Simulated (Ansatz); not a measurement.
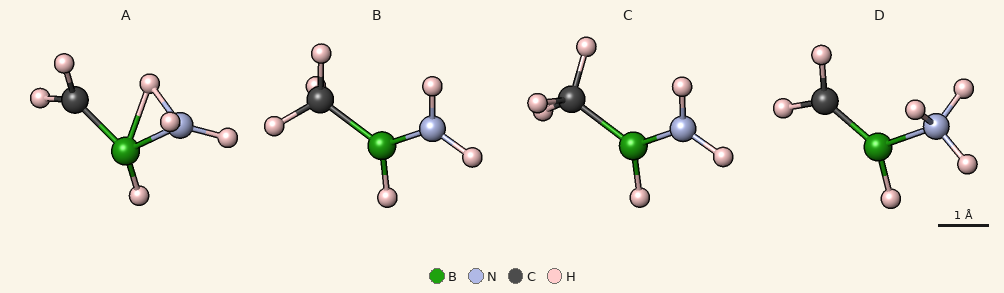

4 geometries from a converged minimum-energy path of CH$_{6}$BN, shuffled. Style: ball-and-stick. Shown at a tilt.

Theory: RKS B3LYP-D4/def2-SVPD (Ansatz). Settings: 5 movable images; climbing image; force threshold 0.05 eV/Å; iteration limit 60; starting path through a guess of the saddle point.

Which of them lies highest in energy?

A. In order along the path, whose images run from 0 to 6: B (image 0, 0.00 eV), C (image 1, +0.04 eV), A (image 3, +3.37 eV), D (image 5, +2.22 eV). A hydrogen atom shifts from one atom to another. Breaking: C–H (1.10 → 3.24 Å). Forming: H–N (2.77 → 1.02 Å).

Cost: 2.7 min on 2 threads of Intel(R) Xeon(R) Platinum 8488C (Sapphire Rapids), on a shared host, peak memory 0.2 GiB.
